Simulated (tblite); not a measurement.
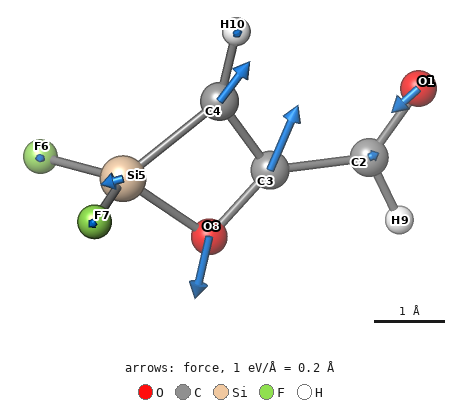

Starting geometry of C$_{3}$H$_{2}$F$_{2}$O$_{2}$Si with the computed forces as blue arrows. A ball-and-stick model, seen at a tilt.

Theory: tblite, GFN2-xTB geometry optimisation, gas phase. 

Q: What follows when this structure is relaxed?

A: It isn't relaxed: the largest force vector, on C3, is 5.25 eV/Å. The final displacements follow the starting forces only in part (cosine between the two patterns 0.33). The largest move after the best rigid fit is that of C3, 0.23 Å. By element the largest moves are C 0.23 Å, F 0.21 Å, H 0.20 Å, O 0.16 Å, Si 0.05 Å. Some distances before and after: C4–Si5 1.781 → 1.881 Å, C3–O8 1.303 → 1.402 Å, C2–C3 1.495 → 1.460 Å, O1–C2 1.234 → 1.203 Å. Bond angles that change, for instance: C2–C3–O8 135.2° → 119.2°, F6–Si5–F7 116.4° → 103.6°, C2–C3–C4 122.6° → 134.5°. After 29 geometry steps the energy has fallen by 16.9 kcal/mol.
